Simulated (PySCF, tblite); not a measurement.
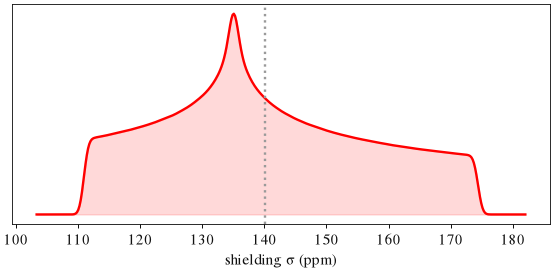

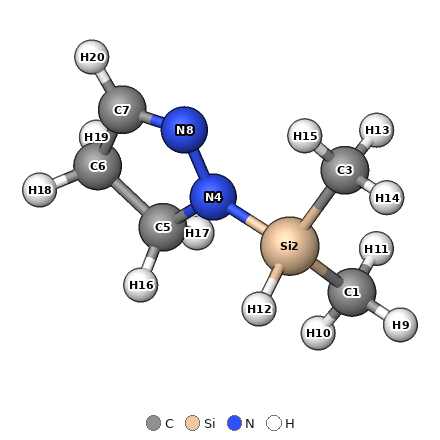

Static powder pattern (¹³C) from GIAO shielding tensors of C₅H₁₂N₂Si, SMILES C[SiH](C)N1CCC=N1, PBE0/pcSseg-1 in PySCF, at a GFN2-xTB geometry (a minimum by its frequencies); absolute shielding, one fixed geometry of the isolated molecule without any motion, no dipolar terms. The dotted line is the isotropic value; skew is 3(σiso − σ22)/span.

**The pattern belongs to C5. Give the principal values, span and skew.**

C5: σ11, σ22, σ33 = 111, 135, 174 ppm, isotropic 140, span 63 ppm, skew 0.24.

Note: the tight-binding geometry is rougher than a DFT one and adds to the error; one conformer of a flexible molecule.
